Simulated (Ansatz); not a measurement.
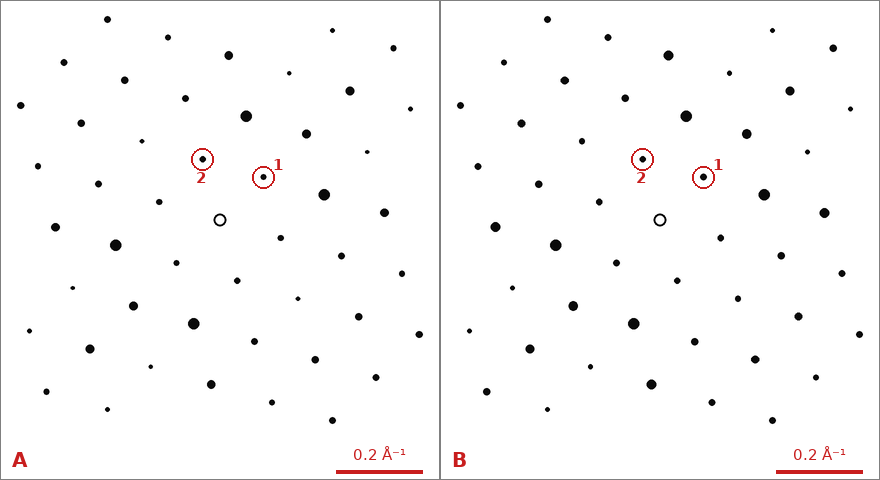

Kinematic electron diffraction patterns (300 kV, B = 0.5 Å², same scale) along [100] of the run's own cell, for the start and the end of one relaxation of Cs2ZrS2 with DFT, PAW plane waves, r2scan (Ansatz). k mesh 4×4×4. The start is a generated model structure, and the relaxation ends in the nearest stationary point of its symmetry, not necessarily the ground state. Spot 1 is 0 0 -1 and spot 2 is 0 1 0 in both.

Start structure:

```yaml
crystal:
  lattice:
    - [0.00000, 0.00000, 6.52377]
    - [7.71888, 0.00000, 0.00000]
    - [3.85944, 7.00842, -3.26188]
  atoms:
    - { symbol: Zr, position: [0.25000, 0.00000, 0.00000] }
    - { symbol: Zr, position: [0.75000, 0.00000, 0.00000] }
    - { symbol: S, position: [0.90470, 0.27320, 0.80940] }
    - { symbol: S, position: [0.09530, 0.72680, 0.19060] }
    - { symbol: S, position: [0.59530, 0.08260, 0.19060] }
    - { symbol: S, position: [0.40470, 0.91740, 0.80940] }
    - { symbol: Cs, position: [0.15040, 0.19240, 0.30080] }
    - { symbol: Cs, position: [0.84960, 0.80760, 0.69920] }
    - { symbol: Cs, position: [0.34960, 0.49320, 0.69920] }
    - { symbol: Cs, position: [0.65040, 0.50680, 0.30080] }
```

Which pattern belongs to the start structure, and which to the relaxed one?

Answer. B is the start: its cell gives d(1) = 7.008 Å, d(2) = 6.761 Å and an angle of 61.2°. The spot positions hardly differ, so the intensities decide: those computed from the start structure match B, and A is the relaxed structure.

Name reflections whose intensity changes strongly on relaxation.

Answer. 0 0 1 goes from 12 to 6.7 % of the strongest spot.

What did the relaxation do to the structure and the energy?

Answer. The cell was held fixed; with the mean shift removed, the atoms moved by up to 0.11 Å relative to the cell (Cs most); the space group stayed Ibam (No. 72); the free energy fell by 6.3 meV an atom.
